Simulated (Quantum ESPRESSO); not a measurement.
# CsH (Fm-3m): a worked LO-TO splitting

How high does the longitudinal optical mode of CsH (Fm-3m) lie, given the transverse one, the Born charge and ε∞?

Method: DFT LDA, scalar-relativistic, plane waves, PseudoDojo norm-conserving pseudopotentials, in Quantum ESPRESSO 7.5.

The database entry behind the starting cell differs from later determinations by our own check (0.1 to 0.3 % short, probably kX units), so it need not match the best structure at ambient conditions.

## (1) The relaxed structure

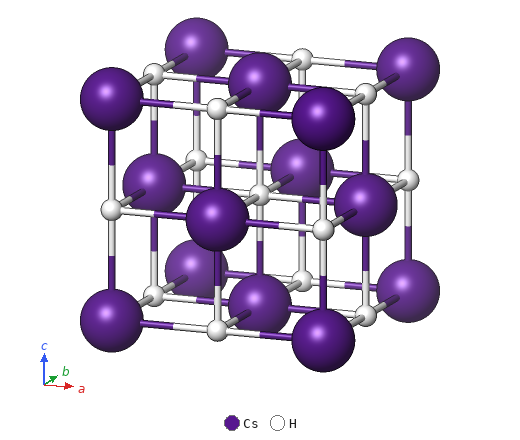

The starting structure, seen slightly off an axis (caesium purple, hydrogen white). This picture shows the conventional cell, with its axes. Some periodic images of atoms are drawn too.

This is the cell after its relaxation at this level of theory, not the database cell from which that began.

## (2) What the response run gave

A linear-response run on the relaxed cell, with the response to an electric field; only its zone-centre results are used. Cutoff 81 Ry, k mesh 8×8×8.

What it wrote:

```text
[banners, grids, parts of the stress and lines that vanish by symmetry left out]
Program PHONON v.7.5
     Reading xml data from directory:

[...]
Exchange-correlation= PW
                           (   1   4   0   0   0   0   0)
[...]
kinetic-energy cut-off    =      81.0000  Ry
     charge density cut-off    =     324.0000  Ry
     convergence threshold     =      1.0E-18
[...]
Exchange-correlation= PW
                           (   1   4   0   0   0   0   0)
[...]
q = (   0.0000000   0.0000000   0.0000000 )
     49 Sym.Ops. (with q -> -q+G )
     G cutoff = 1088.3638  (  37509 G-vectors)     FFT grid: ( 48, 48, 48)
     number of k points=    29
[...]
Mode symmetry, O_h (m-3m)  point group:
[...]
Dielectric constant
[...]
End of electric fields calculation
          Dielectric constant in cartesian axis
          (       3.603185557      -0.000000000       0.000000000 )
          (       0.000000000       3.603185557       0.000000000 )
          (       0.000000000       0.000000000       3.603185557 )
          Effective charges (d Force / dE) in cartesian axis without acoustic sum rule applied (asr)
           atom    1  Cs    Mean Z*:        1.14986
      Ex  (        1.14986        0.00000       -0.00000 )
      Ey  (        0.00000        1.14986        0.00000 )
      Ez  (       -0.00000        0.00000        1.14986 )
           atom    2  H     Mean Z*:       -1.15039
      Ex  (       -1.15039       -0.00000       -0.00000 )
      Ey  (       -0.00000       -1.15039        0.00000 )
      Ez  (       -0.00000        0.00000       -1.15039 )
          Effective charges Sum: Mean:       -0.00053
[...]
Effective charges (d Force / dE) in cartesian axis with asr applied:
           atom    1  Cs    Mean Z*:        1.15012
[...]
atom    2  H     Mean Z*:       -1.15012
[...]
Representation #   1 modes #   1   2   3
[...]
End of self-consistent calculation
     Convergence has been achieved
     Representation #   2 modes #   4   5   6
[...]
End of self-consistent calculation
     Convergence has been achieved
[...]
Dielectric constant in cartesian axis
          (       3.603185557      -0.000000000       0.000000000 )
          (       0.000000000       3.603185557       0.000000000 )
          (       0.000000000       0.000000000       3.603185557 )
          Effective charges (d Force / dE) in cartesian axis without acoustic sum rule applied (asr)
           atom    1  Cs    Mean Z*:        1.14986
      Ex  (        1.14986        0.00000       -0.00000 )
      Ey  (        0.00000        1.14986        0.00000 )
      Ez  (       -0.00000        0.00000        1.14986 )
           atom    2  H     Mean Z*:       -1.15039
      Ex  (       -1.15039       -0.00000       -0.00000 )
      Ey  (       -0.00000       -1.15039        0.00000 )
      Ez  (       -0.00000        0.00000       -1.15039 )
          Effective charges Sum: Mean:       -0.00053
[...]
Effective charges (d Force / dE) in cartesian axis with asr applied:
           atom    1  Cs    Mean Z*:        1.15012
[...]
atom    2  H     Mean Z*:       -1.15012
[...]
q = (    0.000000000   0.000000000   0.000000000 )
[...]
freq (    1) =       0.018730 [THz] =       0.624765 [cm-1]
     freq (    2) =       0.018730 [THz] =       0.624765 [cm-1]
     freq (    3) =       0.018730 [THz] =       0.624765 [cm-1]
     freq (    4) =      13.576473 [THz] =     452.862402 [cm-1]
     freq (    5) =      13.576473 [THz] =     452.862402 [cm-1]
     freq (    6) =      13.576473 [THz] =     452.862402 [cm-1]
[...]
Mode symmetry, O_h (m-3m)  point group:
     freq (   1-   3) =          0.6  [cm-1]   --> T_1u G_15  G_4- I
     freq (   4-   6) =        452.9  [cm-1]   --> T_1u G_15  G_4- I

   JOB DONE.
```

| quantity | value |
| --- | --- |
| cell volume Ω (Å³) | 56.575 |
| mass of Cs (u) | 132.905 |
| mass of H (u) | 1.008 |
| Born charge of Cs, raw (e) | 1.150 |
| Born charge of H, raw (e) | -1.150 |
| ε∞ | 3.603 |
| ω(TO) after the sum rule (cm⁻¹) | 452.8 |

## (3) The calculation

The charges must sum to zero over the cell; taking off their mean, 0.000 e, leaves Z* = 1.150 e on Cs. In the polar mode Cs moves against H, so the reduced mass is μ = 132.91 × 1.01 / 133.91 = 1.000 u.

A longitudinal wave builds up a field that adds to the restoring force: ω(LO)² = ω(TO)² + 4π Z*² / (μ Ω ε∞), in Hartree atomic units. With μ = 1824 electron masses and Ω = 381.79 bohr³ the second term is 6.6263e-06 Ha², or 319181 cm⁻² (1 Ha = 219474.6 cm⁻¹).

So ω(LO) = √(205064 + 319181) = 724.0 cm⁻¹, and by the Lyddane-Sachs-Teller relation ε₀ = ε∞ (ω(LO)/ω(TO))² = 9.21.

## (4) Check against the program

The analysis program adds the same non-analytic term to the full matrix, here for q along (1 0 0).

What it wrote:

```text
[banner, memory and clock lines left out]
Program DYNMAT v.7.5

     Reading Dynamical Matrix from file g.dyn
     ...Force constants read
     ...epsilon and Z* read

     Polarizability (A^3 units)
     multiply by 0.535410 for Clausius-Mossotti correction
        11.719846    0.000000    0.000000
        -0.000000   11.719846    0.000000
         0.000000    0.000000   11.719846

     IR activities are in (D/A)^2/amu units

# mode   [cm-1]    [THz]      IR
    1     -0.00   -0.0000    0.0000
    2      0.00    0.0000    0.0000
    3      0.00    0.0000    0.0000
    4    452.84   13.5758   30.5055
    5    452.84   13.5758   30.5055
    6    724.04   21.7061   30.5055
```

ε₀ comes from the program's run without a direction of q.

| quantity | by hand | program |
| --- | --- | --- |
| ω(LO) (cm⁻¹) | 724.0 | 724.0 |
| ε₀ | 9.21 | 9.21 |

## (5) Summary of results

```json
{
  "TO mode": "452.8 cm⁻¹",
  "LO mode": "724.0 cm⁻¹",
  "static dielectric constant": "9.211"
}
```

**Reading.** The LO mode of CsH (Fm-3m) lies at 724 cm⁻¹, 271 cm⁻¹ above the TO mode; the formula meets the program within 0.1 cm⁻¹, as it must for a cubic crystal with one polar mode. ω(LO)² − ω(TO)² goes with Z*²/ε∞: an error of 5 % in ε∞ would move the LO mode by 10.6 cm⁻¹, and semilocal functionals tend to overestimate ε∞. These are harmonic values at zero temperature, at the volume of this functional, for the structure held cubic; stability elsewhere in the zone is no part of this calculation.

[Host names and launcher messages were left out of these logs when they were recorded.]

[Logs are printed without paths, hosts, clocks, repeated set-up lines and the standing remarks that a program may print on its own settings, such as how far it seeks lower states.]

[Hosts, paths, dates, database ids (printed as entryN), source tags and the programs' standing remarks are cut or masked in the printed files.]
